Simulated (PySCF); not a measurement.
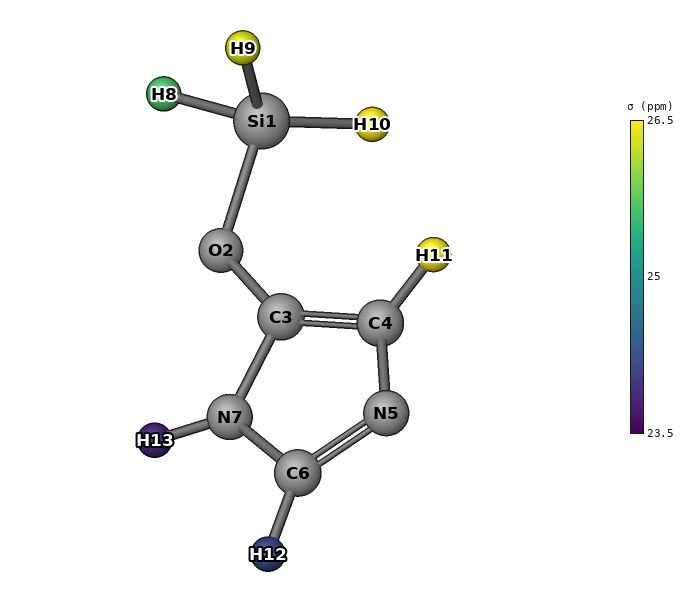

Atoms are coloured by their isotropic NMR shieldings (H only, the others grey). Geometry: a frame of a GFN2-xTB molecular-dynamics simulation, not a minimum. Level of theory: GIAO PBE0/pcSseg-1 NMR shielding, non-relativistic, gas phase (PySCF 2.14.0).

Which H atom is the most shielded (lowest chemical shift)?

H10, H11 (26.47 ppm).

Which H atom is the least shielded (highest chemical shift)?

H13 (23.85 ppm).

How wide is the range of H shifts?

2.62 ppm.

Give the isotropic NMR shieldings of the H atoms atom by atom.

```json
{"atom": "H8", "σ (ppm)": "25.67"}
{"atom": "H9", "σ (ppm)": "26.34"}
{"atom": "H10", "σ (ppm)": "26.47"}
{"atom": "H11", "σ (ppm)": "26.47"}
{"atom": "H12", "σ (ppm)": "24.15"}
{"atom": "H13", "σ (ppm)": "23.85"}
```
